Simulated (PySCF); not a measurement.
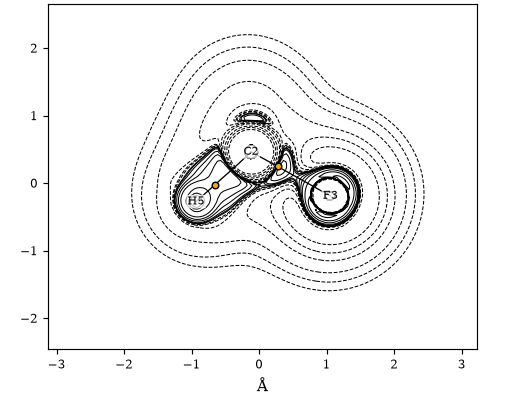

CH$_{2}$F$_{2}$, SMILES `FCF`. Negative Laplacian of the density (−∇²ρ) in the plane of C2, F3 and H5 (solid lines positive, dashed lines negative, contours at ±0.02 to ±8 a.u.), with bond paths and bond critical points (dots).

Level of theory: PBE0/def2-TZVP (PySCF), at a geometry from GFN2-xTB. No frequency check shows the geometry to be a minimum.

**At which bond critical points in this plane is charge locally concentrated, and at which depleted?**

Concentrated (∇²ρ < 0): C2–H5 (−1.09 a.u.); C2–F3 (−0.20 a.u.). At none is it depleted.

**Where along C2–F3 does the critical point lie?**

0.45 Å from C2 and 0.89 Å from F3.
